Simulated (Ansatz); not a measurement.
## MgB2 (P6/mmm): the Drude term of Re ε in the infrared

Re ε of MgB2 (P6/mmm) along x at low photon energies is read from one computed spectrum; the carriers' damping was typed as γ = 0.03 eV. x, y and z are the Cartesian axes of the input cell.

Cell: a, b, c = 3.085, 3.085, 3.523 Å (primitive vectors), 3 atoms.

Method: Ansatz 0.2.0, PBE, independent particles, k-mesh 15×15×10 with interpolation inside its cells, Gaussian parameter 0.1 eV.

Launch of the response step: `ansatz run input.yaml --threads 4 --pin off --max-ram 8192MiB --backend cpu --events-out ev --progress --plain --runs-dir out`. The run took 52 s, on 4 threads of Arm Neoverse V1 (shared host).

| photon energy E (eV) | wavelength (µm) | Re ε |
| --- | --- | --- |
| 0.25 | 4.96 | -758.3 |
| 0.30 | 4.13 | -527.2 |
| 0.35 | 3.54 | -393.3 |
| 0.40 | 3.10 | ? |
| 0.50 | 2.48 | -205.8 |
| 0.60 | 2.07 | -141.2 |
| 0.70 | 1.77 | -100.1 |

A Drude term over a constant background gives Re ε = ε_b − ωp²/(E² + γ²), linear in 1/(E² + γ²).

Working, on the rows shown:

| x = 1/(E² + γ²) (eV⁻²) | y = Re ε |
| --- | --- |
| 15.7729 | -758.3 |
| 11.0011 | -527.2 |
| 8.10373 | -393.3 |
| 3.98565 | -205.8 |
| 2.77085 | -141.2 |
| 2.03707 | -100.1 |

Means: x̄ = 7.2785, ȳ = -354.32. Σ(x − x̄)(y − ȳ) = -6889, Σ(x − x̄)² = 145.3. Slope = -6889 / 145.3 = -47.41; intercept = ȳ − slope · x̄ = -9.2651. The line misses the rows shown by at most 7.6.

Problem. What does the fit predict for the withheld row, and how well does it do?

Solution. At x = 6.215 the line gives y = -303.9. The run gave -309.2, so the interpolation is off by 5.3, 0.8 % of the range in the table.

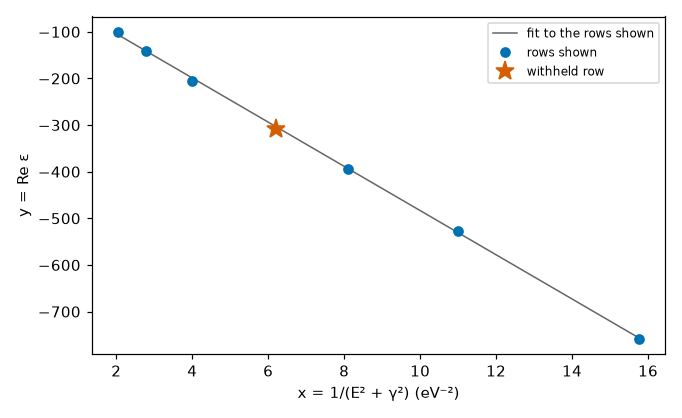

Refitted with all rows, the slope is -47.37 and the intercept -10.258. These give ωp = √(−slope) = 6.88 eV, against 7.09 eV from the program's Fermi-surface sum, and an intercept of -10.3. Taking the program's Drude term off the rows leaves 36 at the lowest energy and 2 at the highest, so the background isn't constant: interband transitions lie in or near the window, and neither fitted number can be trusted. The values come from a sum over the points of one k-mesh and carry its error, which is largest for Fermi-surface quantities.
